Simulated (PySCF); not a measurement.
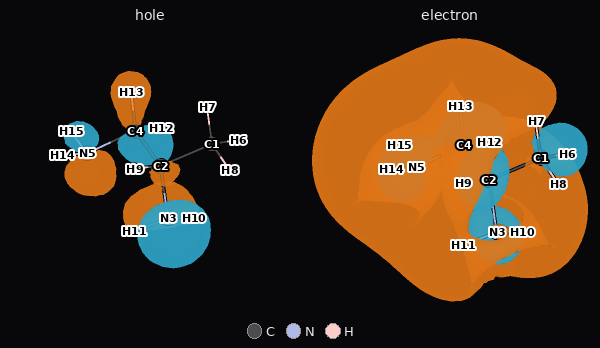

Figure. C$_{3}$H$_{10}$N$_{2}$, SMILES `CC(N)CN`. Leading natural transition orbital pair of S₁ (full linear response singlet states); the surfaces enclose about 78 % of each orbital's density.

PySCF calculation, B3LYP/6-311G**, gas phase; geometry: GFN2-xTB. No frequency check shows the geometry to be a minimum. Without diffuse functions Rydberg states are missing, so the states' numbers hold for this basis only.

Question: Where does the state lie, and where do hole and electron sit?

Answer: 6.22 eV (199 nm), f = 0.009, partly diffuse acceptor orbital, which a basis without diffuse functions describes poorly; the leading pair carries 98 %; hole on N3 (48 %), N5 (14 %) and C4 (10 %), electron on H14 (15 %), H15 (14 %) and N5 (11 %) (atom shares of so diffuse an orbital are rough); their centroids lie 1.5 Å apart. In canonical orbitals it is mainly HOMO → LUMO (85 %). The HOMO–LUMO gap is 7.17 eV.
